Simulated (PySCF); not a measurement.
| atom | x (Å) | y (Å) | z (Å) |
| --- | --- | --- | --- |
| C | -1.5665 | -0.6547 | -2.0478 |
| C | -1.2593 | 0.5285 | -1.4979 |
| C | -1.2308 | 0.8361 | -0.0653 |
| C | -0.8557 | 2.0654 | 0.3373 |
| C | -1.5562 | -0.2471 | 0.9207 |
| Si | -0.1381 | -1.5050 | 1.1359 |
| Si | 1.9277 | -0.4226 | 0.8934 |
| Si | 2.4207 | 0.1859 | -1.3183 |
| H | -1.8394 | -1.5266 | -1.4479 |
| H | -1.5521 | -0.7898 | -3.1317 |
| H | -0.9948 | 1.3618 | -2.1578 |
| H | -0.8156 | 2.3342 | 1.3959 |
| H | -0.5762 | 2.8346 | -0.3873 |
| H | -2.4767 | -0.7862 | 0.6409 |
| H | -1.7315 | 0.1931 | 1.9143 |
| H | -0.2199 | -2.6215 | 0.1421 |
| H | -0.2394 | -2.1194 | 2.4987 |
| H | 2.9986 | -1.3751 | 1.3377 |
| H | 1.9955 | 0.7818 | 1.7821 |
| H | 1.6598 | 1.3958 | -1.7491 |
| H | 2.1089 | -0.9454 | -2.2452 |
| H | 3.8828 | 0.4916 | -1.4272 |

Geometry: PBE0-D3(BJ)/def2-SVP.

These are results of B3LYP/def2-SVPD, SCF density, gas phase in PySCF, not measurements.

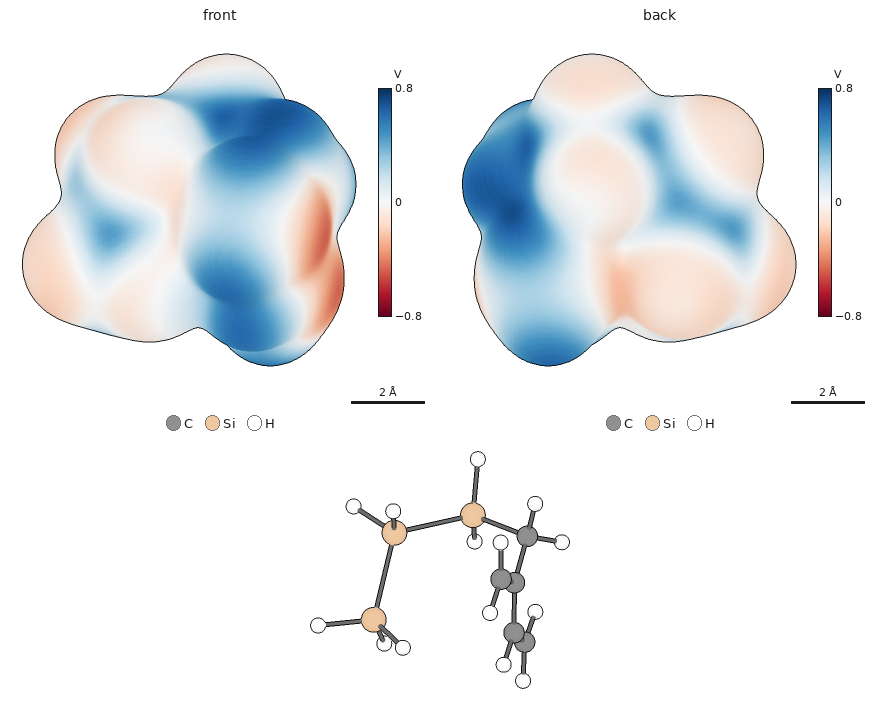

C₅H₁₄Si₃. The molecular electrostatic potential painted on the density surface at 0.001 e/bohr³, seen from the front and from behind; the colour scale runs from red (negative) to blue (positive). The bare structure is drawn below in the same view.

Where is the surface potential most negative and most positive?

Answer. The most negative region (about −0.4 V) lies over the π face of C1, C2, C3 and C4, the most positive (about +0.7 V) over the H and Si atoms.
